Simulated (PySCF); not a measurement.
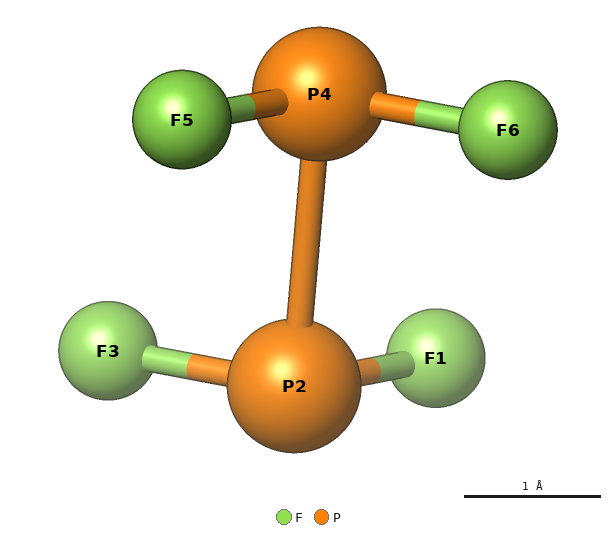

Orthographic view. Atoms fade into the background with distance from the viewer. The geometry was computed by an optimisation with PBE0-D3(BJ)/def2-SVP. No frequency run is at hand to confirm it as a minimum.

Give the geometry as a Z-matrix, atoms in numerical order, with these reference atoms: 2 to 1; 3 to 2, 1; 4 to 2, 3, 1; 5 to 4, 2, 3; 6 to 4, 5, 2.

```
F  
P    1   1.616
F    2   1.615   1    98.8
P    2   2.275   3    94.3   1    94.4
F    4   1.615   2    94.6   3    82.2
F    4   1.615   5    98.8   2   -94.6
```
